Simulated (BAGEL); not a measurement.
**HF/6-31G(d) (density fitting with qzvpp-jkfit, spherical functions) run of C2H6BN (SMILES [BH3-]C#[N+]C)**

Aim: the energy change on altering one bond length of C2H6BN at HF/6-31G* (density fitting with qzvpp-jkfit, spherical functions), from 2 runs. 

The results are computed with BAGEL 1.2.2.

1 further run of the same task is left out (set aside as unsound or not needed). Runs told in other sessions of the task aren't counted.

## 1. The molecule

C2H6BN has 10 atoms, charge 0, and is taken as a singlet. As SMILES, `[BH3-]C#[N+]C`. The coordinates come from a GFN2-xTB relaxation.

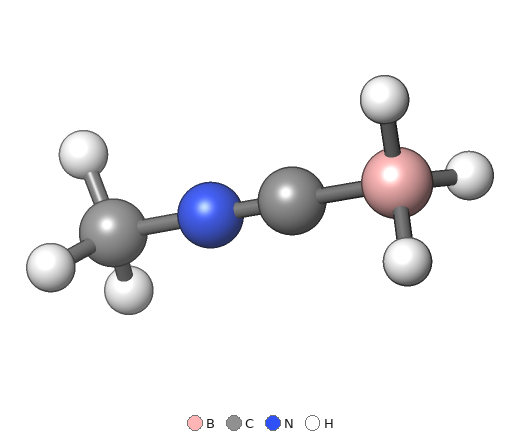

The structure, seen from a chosen angle (boron pink, carbon grey, nitrogen blue, hydrogen white).

## 2. A single-point energy at HF/6-31G(d) (density fitting with qzvpp-jkfit, spherical functions)

input.json reads:

```json
{ "bagel" : [

{
  "title" : "molecule",
  "basis" : "6-31gs.json",
  "df_basis" : "qzvpp-jkfit",
  "angstrom" : true,
  "geometry" : [
    { "atom" : "B", "xyz" : [   -1.072780,    1.180800,   -1.293730 ] },
    { "atom" : "C", "xyz" : [   -0.283340,    0.320470,   -0.341760 ] },
    { "atom" : "N", "xyz" : [    0.327180,   -0.349360,    0.391650 ] },
    { "atom" : "C", "xyz" : [    1.050220,   -1.156210,    1.266500 ] },
    { "atom" : "H", "xyz" : [   -1.682220,    0.427900,   -1.989340 ] },
    { "atom" : "H", "xyz" : [   -1.785570,    1.858750,   -0.619240 ] },
    { "atom" : "H", "xyz" : [   -0.275000,    1.823690,   -1.904190 ] },
    { "atom" : "H", "xyz" : [    1.455470,   -2.013380,    0.724350 ] },
    { "atom" : "H", "xyz" : [    1.871370,   -0.582090,    1.700840 ] },
    { "atom" : "H", "xyz" : [    0.394670,   -1.510580,    2.064920 ] }
  ]
},
{ "title" : "hf" },
{ "title" : "print", "file" : "orbitals.molden", "orbitals" : true }

]}
```

The basis set 6-31G* is read from a file made from the Basis Set Exchange's data (not shown).

Launch:

```
$ BAGEL_NUM_THREADS=1 BAGEL input.json > input.out
```

What it wrote:

```text
* using 1 threads per process

  ===============================================================
  ===============================================================

  *** Geometry ***

  { "atom" : "B", "xyz" : [     -2.027260,      2.231389,     -2.444795 ] },
  { "atom" : "C", "xyz" : [     -0.535435,      0.605601,     -0.645833 ] },
  { "atom" : "N", "xyz" : [      0.618281,     -0.660195,      0.740111 ] },
  { "atom" : "C", "xyz" : [      1.984628,     -2.184920,      2.393338 ] },
  { "atom" : "H", "xyz" : [     -3.178935,      0.808614,     -3.759308 ] },
  { "atom" : "H", "xyz" : [     -3.374238,      3.512528,     -1.170194 ] },
  { "atom" : "H", "xyz" : [     -0.519675,      3.446275,     -3.598398 ] },
  { "atom" : "H", "xyz" : [      2.750440,     -3.804737,      1.368823 ] },
  { "atom" : "H", "xyz" : [      3.536377,     -1.099991,      3.214122 ] },
  { "atom" : "H", "xyz" : [      0.745818,     -2.854582,      3.902133 ] },

  Number of auxiliary basis functions:      410

  Since a DF basis is specified, we compute 2- and 3-index integrals:
    o Being stored without compression. Storage requirement is 0.015 GB

  Number of basis functions:       68
  Number of electrons      :       30

    * METHOD: MOLECULE                             0.15

  *** RHF ***

  === Nuclear Repulsion ===
   102.0822741463

      * DIIS with orbital gradients will be used.

  === RHF iteration (6-31gs.json) ===
      0       -158.21366923          0.01510476           0.03
      1       -158.29467417          0.00744580           0.03
      2       -158.30779151          0.00306589           0.03
      3       -158.31052613          0.00054202           0.03
      4       -158.31064243          0.00009531           0.03
      5       -158.31064768          0.00002934           0.03
      6       -158.31064811          0.00000997           0.03
      7       -158.31064816          0.00000192           0.03
      8       -158.31064817          0.00000102           0.03
      9       -158.31064817          0.00000032           0.03
     10       -158.31064817          0.00000006           0.03
     11       -158.31064817          0.00000002           0.03
     12       -158.31064817          0.00000001           0.03
    * SCF iteration converged.

    * Permanent dipole moment:
           (   -1.363581,     1.499734,    -1.645828) a.u.

    * METHOD: HF                                   0.55

    * METHOD: PRINT                                0.01

  ===============================================================
```

Run time: 0.87 s. Hardware: 1 thread of Arm Neoverse V2, shared host; peak memory 0.084 GiB.

## 3. The distorted shape

hf.json reads:

```json
{ "bagel" : [

{
  "title" : "molecule",
  "basis" : "6-31gs.json",
  "df_basis" : "qzvpp-jkfit",
  "angstrom" : "true",
  "geometry" : [
    { "atom" : "B", "xyz" : [      -1.559067,       2.209378,      -0.643167 ] },
    { "atom" : "C", "xyz" : [      -0.769627,       1.349048,       0.308803 ] },
    { "atom" : "N", "xyz" : [      -0.159107,       0.679218,       1.042213 ] },
    { "atom" : "C", "xyz" : [       0.563933,      -0.127632,       1.917063 ] },
    { "atom" : "H", "xyz" : [      -2.168507,       1.456478,      -1.338777 ] },
    { "atom" : "H", "xyz" : [      -2.271857,       2.887328,       0.031323 ] },
    { "atom" : "H", "xyz" : [      -0.761287,       2.852268,      -1.253627 ] },
    { "atom" : "H", "xyz" : [       1.455470,      -2.013380,       0.724350 ] },
    { "atom" : "H", "xyz" : [       1.385083,       0.446488,       2.351403 ] },
    { "atom" : "H", "xyz" : [      -0.091617,      -0.482002,       2.715483 ] }
  ]
},

{
  "title" : "hf"
},

{
  "title" : "print",
  "file" : "orbitals.molden",
  "orbitals" : "true"
}

]}
```

The basis set 6-31G* is read from a file made from the Basis Set Exchange's data (not shown).

Launch:

```
$ BAGEL_NUM_THREADS=1 BAGEL hf.json > hf.out
```

What it wrote:

```text
* using 1 threads per process

  ===============================================================
  ===============================================================

  *** Geometry ***

  { "atom" : "B", "xyz" : [     -2.946210,      4.175119,     -1.215409 ] },
  { "atom" : "C", "xyz" : [     -1.454384,      2.549331,      0.583553 ] },
  { "atom" : "N", "xyz" : [     -0.300669,      1.283536,      1.969497 ] },
  { "atom" : "C", "xyz" : [      1.065679,     -0.241190,      3.622724 ] },
  { "atom" : "H", "xyz" : [     -4.097884,      2.752345,     -2.529922 ] },
  { "atom" : "H", "xyz" : [     -4.293188,      5.456259,      0.059192 ] },
  { "atom" : "H", "xyz" : [     -1.438624,      5.390005,     -2.369012 ] },
  { "atom" : "H", "xyz" : [      2.750440,     -3.804737,      1.368823 ] },
  { "atom" : "H", "xyz" : [      2.617428,      0.843740,      4.443508 ] },
  { "atom" : "H", "xyz" : [     -0.173131,     -0.910852,      5.131519 ] },

  Number of auxiliary basis functions:      410

  Since a DF basis is specified, we compute 2- and 3-index integrals:
    o Being stored without compression. Storage requirement is 0.015 GB

  Number of basis functions:       68
  Number of electrons      :       30

    * METHOD: MOLECULE                             0.16

  *** RHF ***

  === Nuclear Repulsion ===
    99.2455235563

      * DIIS with orbital gradients will be used.

  === RHF iteration (6-31gs.json) ===
      0       -157.97101160          0.01579465           0.03
      1       -158.06823323          0.00929234           0.03
      2       -158.09327396          0.00312853           0.03
      3       -158.09686708          0.00094581           0.03
      4       -158.09722033          0.00019398           0.03
      5       -158.09725259          0.00006904           0.03
      6       -158.09725669          0.00002417           0.03
      7       -158.09725723          0.00000772           0.03
      8       -158.09725728          0.00000444           0.03
      9       -158.09725729          0.00000260           0.03
     10       -158.09725730          0.00000094           0.03
     11       -158.09725730          0.00000035           0.03
     12       -158.09725730          0.00000009           0.03
     13       -158.09725730          0.00000003           0.03
     14       -158.09725730          0.00000001           0.03
    * SCF iteration converged.

    * Permanent dipole moment:
           (   -1.021530,     0.951157,    -1.694369) a.u.

    * METHOD: HF                                   0.63

    * METHOD: PRINT                                0.01

  ===============================================================
```

Wall time 0.95 s (1 thread of Arm Neoverse V2, shared host); peak memory 0.084 GiB.

## 4. Results

At HF/6-31G* (density fitting with qzvpp-jkfit, spherical functions):

```
                                                         quantity          value
                                        first shape: total energy  -158.31065 Eh
                                       first shape: dipole moment         6.64 D
                                         first shape: HOMO energy      -11.24 eV
                                         first shape: LUMO energy        4.15 eV
                                       first shape: HOMO–LUMO gap       15.39 eV
                                    distorted shape: total energy  -158.09726 Eh
                                   distorted shape: dipole moment         5.58 D
                                     distorted shape: HOMO energy       -9.80 eV
                                     distorted shape: LUMO energy       -1.02 eV
                                   distorted shape: HOMO–LUMO gap        8.79 eV
energy change with the C4–H8 bond stretched from 1.092 to 2.403 Å       5.807 eV
```

**Reading.** With the C4–H8 bond stretched from 1.092 to 2.403 Å the energy rises by 5.81 eV (560 kJ/mol). The first shape isn't relaxed at this level, so the change isn't measured from a minimum. A restricted reference can't describe the breaking bond well at this length.
